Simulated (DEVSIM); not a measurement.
Device: In0.53Ga0.47As p-n junction from an implanted or diffused profile, at 250 K.

```csv
layer (left to right),material,thickness (μm),Nd (cm⁻³),τn (s),τp (s)
1,In0.53Ga0.47As,4.60,1.1e15,2e-9,2e-9
```

Added acceptor profile: 2.2e16 cm⁻³ × exp(−(x − 0 μm)²/(2·(0.086 μm)²)). Left contact: ohmic. Right contact: ohmic. Voltage is applied to the left contact. Recombination: SRH at mid-gap, Auger. Mobility is μmin + (μ − μmin)/(1 + (N/Nref)^α).

Constants are typed, rounded textbook-type inputs, not results; the design itself was drawn at random and stands for no fabricated device. Values at 300 K; Nc and Nv go as T^1.5, mobilities as T to minus their exponent, the gap by Varshni's rule with the affinity fixed.

```csv
parameter,In0.53Ga0.47As
gap (eV),0.74
affinity (eV),4.51
permittivity,13.9
Nc (cm⁻³),2.1e17
Nv (cm⁻³),7.7e18
μn (cm²/Vs),12000
μp (cm²/Vs),300
"μn,min",300
"μp,min",10
"Nref,n",1.3e17
"Nref,p",4.9e17
αn,0.48
αp,0.4
T exponent of μn,1.6
T exponent of μp,1.6
Cn (cm⁶/s),5e-29
Cp (cm⁶/s),5e-29
Varshni α (eV/K),0.00035
Varshni β (K),190
```

DEVSIM, 1D drift-diffusion, Boltzmann statistics, complete ionisation; no tunnelling, impact ionisation, image-force lowering or self-heating.

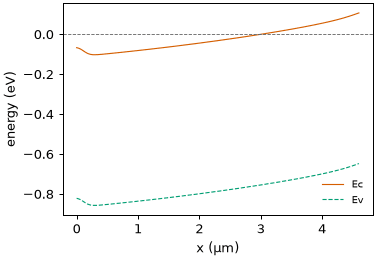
Fig. 1. Band edges at 0.7 V on the left contact

Energies count from the Fermi level of the right contact; mesh points crowd at the junctions.

```tsv
x (μm)	Ec (eV)	Ev (eV)	n (cm⁻³)	p (cm⁻³)	field (V/cm)
0.000	-0.067	-0.821	28000	2.1e16	-710
0.01591	-0.068	-0.823	9.7e13	2.0e16	-820
0.03675	-0.070	-0.825	2.3e14	1.8e16	-1200
0.06627	-0.074	-0.829	4.7e14	1.4e16	-1700
0.1150	-0.084	-0.838	1.1e15	9.1e15	-2100
0.1634	-0.093	-0.848	2.0e15	5.7e15	-1600
0.2116	-0.099	-0.854	2.9e15	4.0e15	-870
0.2752	-0.102	-0.857	3.6e15	3.2e15	-130
0.3234	-0.102	-0.857	3.8e15	3.0e15	130
0.3715	-0.101	-0.856	3.9e15	2.9e15	240
0.4247	-0.100	-0.854	3.9e15	2.8e15	280
0.5836	-0.095	-0.849	3.7e15	2.6e15	310
0.8360	-0.087	-0.841	3.5e15	2.4e15	330
1.327	-0.070	-0.824	3.2e15	2.1e15	360
2.647	-0.016	-0.771	2.4e15	1.3e15	450
3.545	0.028	-0.726	2.0e15	9.1e14	550
4.011	0.056	-0.698	1.7e15	6.5e14	670
4.276	0.076	-0.679	1.5e15	4.6e14	820
4.463	0.093	-0.662	1.3e15	2.6e14	1000
4.532	0.100	-0.655	1.2e15	1.5e14	1100
4.572	0.104	-0.650	1.1e15	6.6e13	1100
4.600	0.107	-0.647	1.1e15	520000	1100
```
